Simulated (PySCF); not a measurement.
C2H3Cl3 (SMILES CC(Cl)(Cl)Cl)

Input

```
{"job": {"kind": "uv", "xc": "B3LYP", "basis": "def2-SVPD", "ip": true}, "charge": 0, "multiplicity": 1}
C      0.480411    -0.160796     0.681788
C     -0.346107     0.106510    -0.552563
Cl     0.384711    -0.704133    -1.961714
Cl    -0.419737     1.859369    -0.867969
Cl    -2.001573    -0.510387    -0.323746
H      0.523942    -1.243554     0.864389
H      0.019941     0.339326     1.544624
H      1.496630     0.228007     0.531465
```

Run with:

```sh
OMP_NUM_THREADS=1 python probes_run.py task.json out
```

Geometry: PBE0-D3(BJ)/def2-SVP.

Level of theory: B3LYP/def2-SVPD, SCF density, gas phase (PySCF).

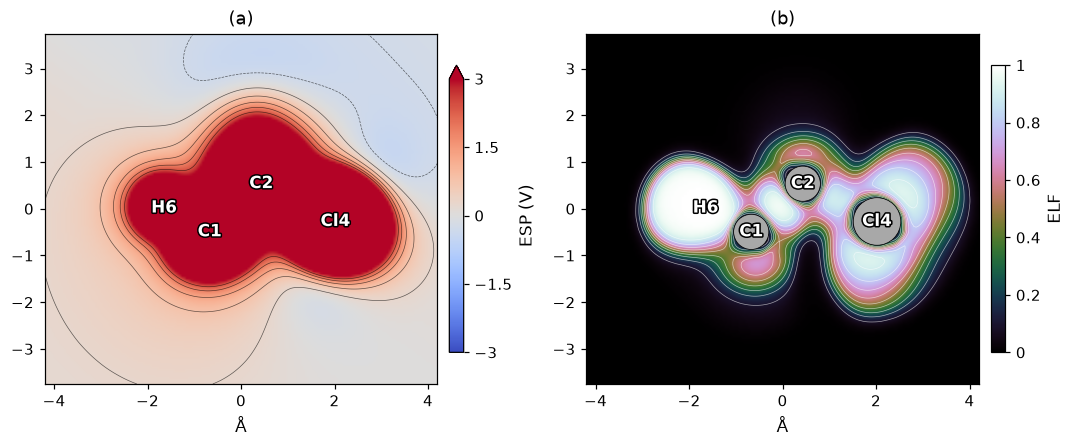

Figure 1. (a) molecular electrostatic potential; (b) electron localisation function on the plane of atoms C2, C1 and H6. Grey discs cover the atomic cores in the ELF map.

**What do the fields say about this system?**

- Atoms in the plane: C, Cl and H.
- C–C (1.51 Å): the ELF peaks at about 0.95 between the atoms, as expected for localised, covalent bonding.
- C–Cl (1.78 Å): the ELF peaks at about 0.90 between the atoms, as expected for a covalent bond.
- C–H (1.10 Å): the ELF climbs to about 1 towards the hydrogen, as it does in any bond to H; a covalent bond by its length.
- The ELF also peaks beside Cl4, away from the bonds: lone-pair regions.
- Outside the dense part of the molecule the potential is most negative (−0.5 V) near Cl4.

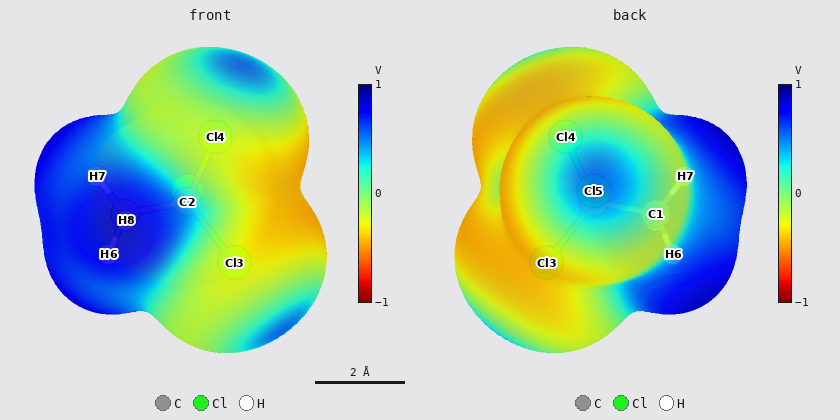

Figure 2. The molecular electrostatic potential painted on the density surface at 0.001 e/bohr³, seen from the front and from behind; red is negative and blue positive.

**Describe the electrostatic potential map.**

The most negative region (about −0.5 V, or −12 kcal/mol for a unit charge) lies over Cl3, Cl4 and Cl5, the most positive (about +0.9 V, or +21 kcal/mol for a unit charge) over H6, H7 and H8. Cl3 shows a σ-hole: about +0.5 V, or +12 kcal/mol for a unit charge at the tip opposite its bond, against about −0.3 V on its flanks. Cl4 shows a σ-hole: about +0.5 V, or +12 kcal/mol for a unit charge at the tip opposite its bond, against about −0.3 V on its flanks. Cl5 shows a σ-hole: about +0.5 V, or +12 kcal/mol for a unit charge at the tip opposite its bond, against about −0.3 V on its flanks.
